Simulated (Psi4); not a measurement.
**wB97X-D/def2-TZVP (density fitting, core potential, sweep point 7) run of CH2FNOSn (SMILES O=C=[N][SnH2][F])**

Aim: the vertical electron affinity of CH2FNOSn at wB97X-D/def2-TZVP (density fitting, core potential, sweep point 7), from 2 runs. 

The results are computed with Psi4 1.11.

4 further runs of the same task are left out: 4 set aside as unsound or not needed.

### 1 The structure to begin with

CH2FNOSn: 7 atoms, total charge 0, spin state singlet. As SMILES, `O=C=[N][SnH2][F]`. The coordinates come from a PBE0-D4/def2-TZVP relaxation. This is one conformer, not always the lowest.

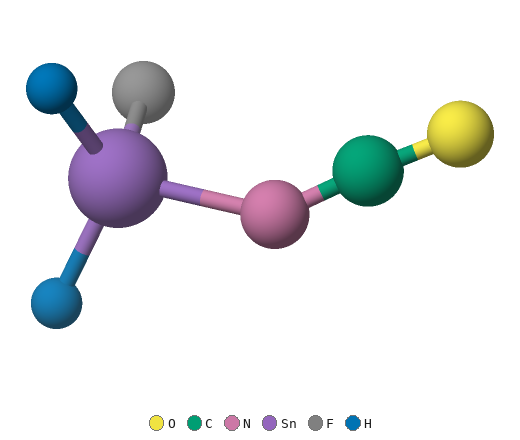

Viewed from a chosen angle; oxygen yellow, carbon teal, nitrogen pink, tin purple, fluorine grey, hydrogen blue.

### 2 The energy at wB97X-D/def2-TZVP (density fitting, core potential, sweep point 7)

File input.dat:

```
memory 1.6 GB

molecule mol {
  O     -0.221700    -2.869300    -0.931600
  C     -0.121500    -1.906800    -0.283800
  N     -0.020900    -0.958200     0.449400
  Sn     0.157400     1.031600     0.318500
  F     -0.877100     1.510000    -1.220100
  H     -0.618600     1.696100     1.665200
  H      1.763800     1.428500    -0.043200
  units angstrom
  symmetry c1
}

set {
  puream true
  scf_type df
  dft_radial_points 150
  dft_spherical_points 974
}

energy_value, wavefunction = energy('wb97x-d/def2-TZVP', return_wfn=True)
print_variables()
```

Command:

```
$ psi4 -i input.dat -o output.dat -n 1
```

output.dat:

```text
[...]
    !!!  WARNING: ECP capability is in beta. Please check occupations closely.  !!!
[...]
  Running in c1 symmetry.
[...]
  Nuclear repulsion =  244.264027025863868
[...]
  Multiplicity = 1
[...]
  Nalpha       = 27
  Nbeta        = 27
[...]
    Number of basis functions: 186
[...]
 WARNING: Atomic UHF is not converging! Try casting from a smaller basis or call Rob at CCMST.
   -------------------------
[...]
   @DF-RKS iter   1:  -483.23647654588234   -1.86439e+00   5.24722e-03 DIIS/ADIIS
[...]
   @DF-RKS iter   9:  -483.56919287662208   -9.29759e-08   6.02697e-07 DIIS
[...]
    Orbital Energies [Eh]
    ---------------------
    Doubly Occupied:
       1A    -24.769216     2A    -19.294345     3A    -14.453589
       4A    -10.422966     5A     -5.262513     6A     -3.601166
       7A     -3.599686     8A     -3.596843     9A     -1.259882
      10A     -1.211285    11A     -1.176958    12A     -1.169874
      13A     -1.168278    14A     -1.166951    15A     -1.149050
      16A     -1.027717    17A     -0.683321    18A     -0.602516
      19A     -0.558605    20A     -0.557791    21A     -0.549077
      22A     -0.500976    23A     -0.499242    24A     -0.475844
      25A     -0.445314    26A     -0.396729    27A     -0.385629
[...]
  @DF-RKS Final Energy:  -483.56919287662208
   => Energetics <=
    Nuclear Repulsion Energy =            244.2640270258638679
    One-Electron Energy =               -1232.0963299807879139
    Two-Electron Energy =                 539.2777759878127881
    DFT Exchange-Correlation Energy =     -35.0127867201296681
    Empirical Dispersion Energy =          -0.0018791893811859
    VV10 Nonlocal Energy =                  0.0000000000000000
    Total Energy =                       -483.5691928766220826
[...]
 Multipole Moments:
 ------------------------------------------------------------------------------------
     Multipole            Electronic (a.u.)      Nuclear  (a.u.)        Total (a.u.)
 ------------------------------------------------------------------------------------
 L = 1.  Multiply by 2.5417464519 to convert [e a0] to [Debye]
 Dipole X            :         10.8314278          -10.1364925            0.6949352
 Dipole Y            :         45.0636587          -44.1110157            0.9526430
 Dipole Z            :         19.3693882          -18.3843947            0.9849934
 Magnitude           :                                                    1.5364491
[...]
```

Run time: 92 s. Hardware: 1 thread of Intel Xeon Platinum 8259CL at 2.50GHz (Skylake/Cascade Lake), shared host; peak memory 1.4 GiB.

### 3 The doublet anion, same level

File ch2fnosn.in:

```
memory 1600 mb

molecule {
  -1 2
  O     -0.221700    -2.869300    -0.931600
  C     -0.121500    -1.906800    -0.283800
  N     -0.020900    -0.958200     0.449400
  Sn     0.157400     1.031600     0.318500
  F     -0.877100     1.510000    -1.220100
  H     -0.618600     1.696100     1.665200
  H      1.763800     1.428500    -0.043200
  symmetry c1
}

set basis def2-TZVP
set reference uks
set puream true
set scf_type df
set dft_radial_points 150
set dft_spherical_points 974
set maxiter 100

energy('wb97x-d')
```

Command:

```
$ psi4 -i ch2fnosn.in -o ch2fnosn.out -n 1
```

ch2fnosn.out:

```text
[...]
    !!!  WARNING: ECP capability is in beta. Please check occupations closely.  !!!
[...]
  Running in c1 symmetry.
[...]
  Nuclear repulsion =  244.264027025863868
[...]
  Multiplicity = 2
[...]
  Nalpha       = 28
  Nbeta        = 27
[...]
    Number of basis functions: 186
[...]
 WARNING: Atomic UHF is not converging! Try casting from a smaller basis or call Rob at CCMST.
   -------------------------
[...]
   @DF-UKS iter   1:  -483.04696800110577   -1.67488e+00   5.97614e-03 DIIS/ADIIS
[...]
   @DF-UKS iter  21:  -483.53954411689358   -2.73092e-07   4.90116e-07 DIIS
[...]
   @S^2 Observed:                7.515206319E-01
[...]
    Orbital Energies [Eh]
    ---------------------
    Alpha Occupied:
       1A    -24.549480     2A    -19.130965     3A    -14.280576
       4A    -10.247665     5A     -5.038865     6A     -3.377423
       7A     -3.375545     8A     -3.373355     9A     -1.052401
      10A     -1.046448    11A     -0.957134    12A     -0.947802
      13A     -0.945643    14A     -0.943911    15A     -0.929392
      16A     -0.851315    17A     -0.492738    18A     -0.444873
      19A     -0.397249    20A     -0.395922    21A     -0.357886
      22A     -0.300363    23A     -0.296263    24A     -0.272412
      25A     -0.247772    26A     -0.229367    27A     -0.213935
      28A      0.034879
    Alpha Virtual:
[...]
  @DF-UKS Final Energy:  -483.53954411689358
   => Energetics <=
    Nuclear Repulsion Energy =            244.2640270258638679
    One-Electron Energy =               -1242.6813144732191176
    Two-Electron Energy =                 549.9984562392866110
    DFT Exchange-Correlation Energy =     -35.1188337194437636
    Empirical Dispersion Energy =          -0.0018791893811859
    VV10 Nonlocal Energy =                  0.0000000000000000
    Total Energy =                       -483.5395441168935804
[...]
 Multipole Moments:
 ------------------------------------------------------------------------------------
     Multipole            Electronic (a.u.)      Nuclear  (a.u.)        Total (a.u.)
 ------------------------------------------------------------------------------------
 L = 1.  Multiply by 2.5417464519 to convert [e a0] to [Debye]
 Dipole X            :         10.4196196          -10.1364925            0.2831271
 Dipole Y            :         44.4039862          -44.1110157            0.2929706
 Dipole Z            :         18.8154907          -18.3843947            0.4310960
 Magnitude           :                                                    0.5931581
[...]
```

Run time: 4.6 min. Hardware: 1 thread of Intel Xeon Platinum 8259CL at 2.50GHz (Skylake/Cascade Lake), shared host; peak memory 1.4 GiB.

### 4 Results

At wB97X-D/def2-TZVP (density fitting, core potential, sweep point 7):

```
                                         quantity          value
                   singlet CH2FNOSn: total energy  -483.56919 Eh
                  singlet CH2FNOSn: dipole moment         3.91 D
                    singlet CH2FNOSn: HOMO energy      -10.49 eV
                    singlet CH2FNOSn: LUMO energy        0.64 eV
                  singlet CH2FNOSn: HOMO–LUMO gap       11.14 eV
              singlet CH2FNOSn: dispersion energy   -4.93 kJ/mol
                      doublet anion: total energy  -483.53954 Eh
doublet anion: HOMO energy (highest over α and β)        0.95 eV
 doublet anion: LUMO energy (lowest over α and β)        5.58 eV
                 doublet anion: dispersion energy   -4.93 kJ/mol
                              doublet anion: ⟨S²⟩          0.752
vertical electron affinity (to the doublet anion)      -0.807 eV
```

What this shows: The anion lies 0.81 eV (18.6 kcal/mol) above the neutral: the electron isn't bound at this level, and such a value depends on the basis. Without diffuse functions anions come out too high. The HOMO (doublet anion) lies at positive energy, 0.95 eV; only total energies tell whether the electron is bound.
